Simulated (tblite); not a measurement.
**Geometry relaxation of C2H8O3Si3 (part 1 of 2)**

The run: geometry relaxation of C2H8O3Si3. Method and program: GFN2-xTB geometry optimisation, gas phase (tblite 0.8.0).

It belongs to a series of runs on one base structure; here: constitutional isomer.

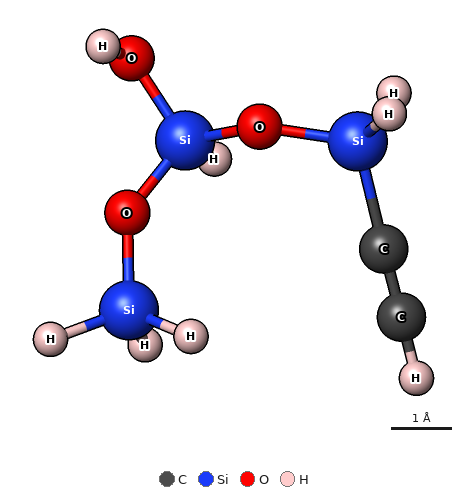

Figure 1. The structure as given in the input (ball-and-stick view, seen on its broad side).

## Results in brief

- outcome: converged
- total energy: −706.1428 eV
- hardware: 1 CPU thread, shared host
- wall time: 6.8 s
- peak memory: 0.18 GiB

## The input
```
{"job": {"kind": "relax", "xc": "GFN2-xTB", "basis": "xTB"}, "charge": 0, "multiplicity": 1}
C     -0.120100    -3.202600     0.262800
C      0.555800    -2.296700     0.653900
Si     1.637500    -0.894900     1.283700
O      1.034400     0.600700     0.847700
Si     0.664100     1.408500    -0.515600
O      1.321200     2.921700    -0.439500
O     -0.964300     1.568300    -0.688400
Si    -2.258900     0.630900    -1.075400
H     -0.735600    -4.001700    -0.087600
H      2.997700    -1.032100     0.743800
H      1.721700    -0.954200     2.757400
H      1.222400     0.707100    -1.694600
H      0.902300     3.502700     0.226700
H     -2.484900    -0.390500    -0.026300
H     -2.025800    -0.039800    -2.375800
H     -3.475000     1.481500    -1.179100
```

The first line tells a small driver script what to run in tblite; the rest is the geometry in Å.

Launch command:
```bash
OMP_NUM_THREADS=1 python <driver script> task.json out
```

## Output
```
step      E/eV     max force
  0    -705.82991    1.300
  1    -705.85910    3.211
  2    -705.92456    0.766
  3    -705.95502    0.618
  4    -705.98907    0.395
  5    -706.00219    0.323
  6    -706.01786    0.278
  7    -706.03407    0.409
  8    -706.04575    0.285
  9    -706.05126    0.156
 10    -706.05470    0.120
 11    -706.05790    0.134
 12    -706.06148    0.185
 13    -706.06515    0.198
 14    -706.06869    0.150
 15    -706.07163    0.116
 16    -706.07348    0.091
 17    -706.07452    0.086
 18    -706.07533    0.081
 19    -706.07634    0.086
 20    -706.07774    0.108
 21    -706.07960    0.116
 22    -706.08174    0.104
 23    -706.08365    0.105
 24    -706.08509    0.096
 25    -706.08657    0.121
 26    -706.08877    0.144
 27    -706.09202    0.184
 28    -706.09594    0.220
 29    -706.09953    0.167
 30    -706.10199    0.091
 31    -706.10349    0.088
 32    -706.10495    0.091
 33    -706.10660    0.092
 34    -706.10817    0.088
 35    -706.10938    0.083
 36    -706.11060    0.093
 37    -706.11169    0.061
 38    -706.11248    0.049
 39    -706.11268    0.040
 40    -706.11341    0.071
 41    -706.11386    0.075
 42    -706.11462    0.062
 43    -706.11504    0.047
 44    -706.11529    0.047
 45    -706.11554    0.044
 46    -706.11593    0.058
 47    -706.11638    0.059
 48    -706.11675    0.041
 49    -706.11698    0.045
 50    -706.11720    0.044
 51    -706.11751    0.063
 52    -706.11798    0.080
 53    -706.11848    0.056
 54    -706.11882    0.045
 55    -706.11904    0.033
 56    -706.11926    0.041
 57    -706.11958    0.054
 58    -706.11996    0.057
 59    -706.12029    0.034
 60    -706.12050    0.027
 61    -706.12069    0.031
 62    -706.12094    0.047
 63    -706.12130    0.061
 64    -706.12177    0.059
 65    -706.12232    0.048
 66    -706.12291    0.052
 67    -706.12343    0.048
 68    -706.12381    0.059
 69    -706.12407    0.058
 70    -706.12437    0.040
 71    -706.12476    0.052
 72    -706.12525    0.069
 73    -706.12568    0.053
 74    -706.12593    0.028
 75    -706.12608    0.026
 76    -706.12624    0.037
 77    -706.12649    0.049
 78    -706.12688    0.055
 79    -706.12730    0.038
 80    -706.12755    0.025
 81    -706.12767    0.022
 82    -706.12775    0.030
 83    -706.12790    0.042
 84    -706.12813    0.048
 85    -706.12838    0.039
 86    -706.12854    0.025
 87    -706.12861    0.026
 88    -706.12867    0.023
 89    -706.12877    0.031
 90    -706.12892    0.037
 91    -706.12907    0.028
 92    -706.12916    0.016
 93    -706.12921    0.017
 94    -706.12926    0.021
 95    -706.12937    0.037
 96    -706.12959    0.054
 97    -706.12996    0.060
 98    -706.13035    0.040
 99    -706.13058    0.026
100    -706.13069    0.029
101    -706.13080    0.030
102    -706.13099    0.047
103    -706.13133    0.048
104    -706.13172    0.057
105    -706.13194    0.137
106    -706.13218    0.038
107    -706.13236    0.051
108    -706.13267    0.064
109    -706.13308    0.056
110    -706.13353    0.053
111    -706.13382    0.039
112    -706.13416    0.040
113    -706.13438    0.030
114    -706.13458    0.033
115    -706.13483    0.037
116    -706.13541    0.055
117    -706.13621    0.082
118    -706.13719    0.093
119    -706.13819    0.077
120    -706.13897    0.055
121    -706.13935    0.067
122    -706.13957    0.054
123    -706.13977    0.043
124    -706.13990    0.023
125    -706.14001    0.025
126    -706.14009    0.030
127    -706.14020    0.027
128    -706.14031    0.025
129    -706.14040    0.022
130    -706.14048    0.033
131    -706.14053    0.021
132    -706.14057    0.015
133    -706.14061    0.014
134    -706.14064    0.018
135    -706.14069    0.024
136    -706.14076    0.027
137    -706.14087    0.030
138    -706.14100    0.034
139    -706.14113    0.042
140    -706.14124    0.039
141    -706.14137    0.032
142    -706.14155    0.043
143    -706.14179    0.057
144    -706.14204    0.060
145    -706.14223    0.040
146    -706.14234    0.024
147    -706.14242    0.021
148    -706.14247    0.023
149    -706.14251    0.026
150    -706.14257    0.023
151    -706.14266    0.027
152    -706.14272    0.024
153    -706.14275    0.013
154    -706.14276    0.005
```

## Trajectory as extended XYZ (Å, eV, eV/Å), 14 of the 155 frames kept, from step=0 to step=154
```
16
Properties=species:S:1:pos:R:3:forces:R:3 step=0 energy=-705.82991
C    -0.1201   -3.2026    0.2628   -0.7150  -0.8620  -0.4000
C     0.5558   -2.2967    0.6539    0.6830   1.0180   0.3800
Si    1.6375   -0.8949    1.2837   -0.3120   0.2810  -0.0950
O     1.0344    0.6007    0.8477    0.1780  -0.9400   0.0080
Si    0.6641    1.4085   -0.5156    0.1820   0.5420  -0.4290
O     1.3212    2.9217   -0.4395   -0.9840  -0.4820   0.7000
O    -0.9643    1.5683   -0.6884    0.0350  -0.5660  -0.0050
Si   -2.2589    0.6309   -1.0754   -0.0900  -0.0670   0.0360
H    -0.7356   -4.0017   -0.0876    0.3220   0.3880   0.1760
H     2.9977   -1.0321    0.7438   -0.1400   0.0420  -0.1370
H     1.7217   -0.9542    2.7574   -0.2590   0.2300  -0.2420
H     1.2224    0.7071   -1.6946   -0.1980   0.4400   0.4940
H     0.9023    3.5027    0.2267    0.5020  -0.4460  -0.6960
H    -2.4849   -0.3905   -0.0263    0.1680   0.2380  -0.1740
H    -2.0258   -0.0398   -2.3758    0.0600   0.1840   0.2860
H    -3.4750    1.4815   -1.1791    0.5670   0.0000   0.0980
16
Properties=species:S:1:pos:R:3:forces:R:3 step=12 energy=-706.06148
C    -0.1235   -3.1828    0.2624   -0.0350  -0.0730  -0.0230
C     0.5709   -2.2848    0.6592    0.0880   0.0380   0.0520
Si    1.6447   -0.8979    1.2780   -0.0350  -0.0750  -0.0660
O     0.9947    0.5146    0.8001    0.0830  -0.0730   0.0090
Si    0.6422    1.3791   -0.5222   -0.0140   0.0610   0.0400
O     1.2610    2.8613   -0.4055    0.0060   0.1090   0.0350
O    -0.9680    1.4608   -0.6541   -0.0160  -0.0410  -0.0330
Si   -2.2670    0.5761   -1.0617    0.0640   0.0040   0.0070
H    -0.7240   -3.9787   -0.0825    0.0280   0.0830   0.0170
H     2.9872   -1.0353    0.6824   -0.1590   0.0150   0.0940
H     1.6119   -0.8387    2.7425   -0.0090   0.0580  -0.0920
H     1.2455    0.8068   -1.6998    0.0430   0.0190  -0.0790
H     0.9245    3.5130    0.2065   -0.0060  -0.0870  -0.0320
H    -2.4682   -0.4172   -0.0057   -0.0440  -0.0150  -0.0700
H    -2.0028   -0.0400   -2.3684   -0.0490  -0.0040   0.1070
H    -3.3368    1.5725   -1.1375    0.0550  -0.0190   0.0330
16
Properties=species:S:1:pos:R:3:forces:R:3 step=24 energy=-706.08509
C    -0.1314   -3.2003    0.2633    0.0150   0.0820   0.0170
C     0.5605   -2.3070    0.6774   -0.0110  -0.0330   0.0050
Si    1.6278   -0.9123    1.2817   -0.0130  -0.0070  -0.0010
O     1.0628    0.4991    0.7184    0.0000   0.0320   0.0200
Si    0.6860    1.3987   -0.5690    0.0200   0.0050   0.0070
O     1.2423    2.9002   -0.3881    0.0340  -0.0010  -0.0600
O    -0.9272    1.4115   -0.6765   -0.0060   0.0230  -0.0110
Si   -2.2566    0.5645   -1.0392   -0.0480  -0.0430   0.0000
H    -0.7464   -3.9741   -0.1007    0.0220   0.0040   0.0170
H     2.9752   -1.0681    0.7292    0.0280  -0.0760   0.0520
H     1.5496   -0.7538    2.7367   -0.0150  -0.0280  -0.0720
H     1.3036    0.8889   -1.7726    0.0020   0.0650   0.0060
H     0.8858    3.5099    0.2521   -0.0410  -0.0330   0.0290
H    -2.5106   -0.4575   -0.0267    0.0260   0.0080   0.0830
H    -2.0403   -0.0899   -2.3270   -0.0270   0.0170  -0.0790
H    -3.2887    1.5992   -1.0654    0.0120  -0.0130  -0.0130
16
Properties=species:S:1:pos:R:3:forces:R:3 step=36 energy=-706.11060
C    -0.1641   -3.1792    0.2685   -0.0260  -0.0010  -0.0200
C     0.5200   -2.2807    0.6810   -0.0160  -0.0170  -0.0100
Si    1.6208   -0.9152    1.2796   -0.0230  -0.0800  -0.0420
O     1.2641    0.4770    0.5367    0.0110   0.0800  -0.0360
Si    0.7612    1.4303   -0.6675   -0.0260   0.0130  -0.0010
O     1.1419    2.9667   -0.3690    0.0660   0.0390  -0.0020
O    -0.8447    1.2826   -0.7764    0.0170  -0.0110  -0.0020
Si   -2.2474    0.5153   -1.0101    0.0180  -0.0210   0.0090
H    -0.7669   -3.9620   -0.0950   -0.0120   0.0020   0.0130
H     2.9946   -1.2669    0.9236    0.0690   0.0290  -0.0040
H     1.3954   -0.6543    2.6983   -0.0250   0.0250   0.0610
H     1.4266    1.1353   -1.9143   -0.0160  -0.0430   0.0120
H     0.7802    3.4523    0.3670   -0.0290  -0.0080   0.0350
H    -2.4660   -0.4564    0.0592    0.0440  -0.0260   0.0220
H    -2.1920   -0.1275   -2.3199    0.0020  -0.0440  -0.0360
H    -3.2315    1.5916   -0.9683   -0.0540   0.0620   0.0020
16
Properties=species:S:1:pos:R:3:forces:R:3 step=47 energy=-706.11638
C    -0.1909   -3.1674    0.2603    0.0020  -0.0080   0.0020
C     0.5102   -2.2762    0.6607    0.0060   0.0100  -0.0150
Si    1.6160   -0.9138    1.2641   -0.0210   0.0010  -0.0550
O     1.3238    0.4781    0.4878   -0.0070  -0.0290  -0.0020
Si    0.7803    1.4426   -0.6883    0.0010   0.0210   0.0280
O     1.1323    2.9782   -0.3419    0.0000   0.0160   0.0030
O    -0.8205    1.2564   -0.8025   -0.0060   0.0060  -0.0190
Si   -2.2345    0.4994   -1.0001    0.0230  -0.0130   0.0060
H    -0.8007   -3.9537   -0.0855   -0.0030   0.0320   0.0050
H     3.0068   -1.2684    0.9723   -0.0040   0.0070   0.0050
H     1.3269   -0.6185    2.6661   -0.0100  -0.0060   0.0570
H     1.4385    1.1622   -1.9406    0.0100   0.0010  -0.0220
H     0.7452    3.4279    0.4060    0.0080  -0.0300  -0.0220
H    -2.4052   -0.4680    0.0837    0.0010   0.0040   0.0000
H    -2.2287   -0.1610   -2.3068    0.0160   0.0080   0.0230
H    -3.2070    1.5913   -0.9415   -0.0160  -0.0200   0.0080
16
Properties=species:S:1:pos:R:3:forces:R:3 step=59 energy=-706.12029
C    -0.2221   -3.1443    0.2473   -0.0070   0.0000   0.0030
C     0.5050   -2.2648    0.6262   -0.0130  -0.0070   0.0110
Si    1.5990   -0.9061    1.2528    0.0270   0.0070  -0.0180
O     1.3445    0.4690    0.4368   -0.0030  -0.0210   0.0040
Si    0.7978    1.4535   -0.7208    0.0110   0.0160   0.0230
O     1.1344    2.9815   -0.3263   -0.0140   0.0180  -0.0030
O    -0.8019    1.2619   -0.8459    0.0030   0.0120   0.0010
Si   -2.2069    0.4743   -0.9753    0.0260  -0.0180  -0.0120
H    -0.8562   -3.9166   -0.0827   -0.0030  -0.0030  -0.0230
H     3.0044   -1.2505    1.0244   -0.0210  -0.0100   0.0050
H     1.2532   -0.6122    2.6459   -0.0020   0.0120   0.0000
H     1.4642    1.2046   -1.9770   -0.0100   0.0060   0.0170
H     0.7224    3.3933    0.4301    0.0210   0.0060  -0.0230
H    -2.3314   -0.4809    0.1253    0.0110   0.0000   0.0000
H    -2.2129   -0.1985   -2.2749   -0.0150  -0.0050   0.0180
H    -3.2011    1.5448   -0.8921   -0.0090  -0.0130  -0.0040
16
Properties=species:S:1:pos:R:3:forces:R:3 step=71 energy=-706.12476
C    -0.2639   -3.1261    0.2223    0.0150   0.0340  -0.0050
C     0.4763   -2.2653    0.6199   -0.0220  -0.0040  -0.0090
Si    1.5723   -0.9056    1.2468   -0.0380   0.0210   0.0280
O     1.3376    0.4569    0.4036    0.0010   0.0060   0.0170
Si    0.8019    1.4745   -0.7303    0.0030  -0.0030  -0.0140
O     1.1522    2.9975   -0.3315    0.0020  -0.0190   0.0040
O    -0.7998    1.2984   -0.8716   -0.0130  -0.0120   0.0140
Si   -2.1683    0.4379   -0.9469    0.0170   0.0010   0.0180
H    -0.9102   -3.8786   -0.1316    0.0230   0.0040   0.0090
H     2.9807   -1.2533    1.0553   -0.0060  -0.0210  -0.0110
H     1.2046   -0.5867    2.6320    0.0020  -0.0080  -0.0400
H     1.4808    1.2450   -1.9821   -0.0100  -0.0170  -0.0200
H     0.7470    3.4169    0.4230   -0.0070   0.0260   0.0200
H    -2.2201   -0.5000    0.1752    0.0070   0.0100  -0.0150
H    -2.1835   -0.2597   -2.2323    0.0050  -0.0130   0.0060
H    -3.2152    1.4573   -0.8578    0.0200  -0.0040   0.0000
```
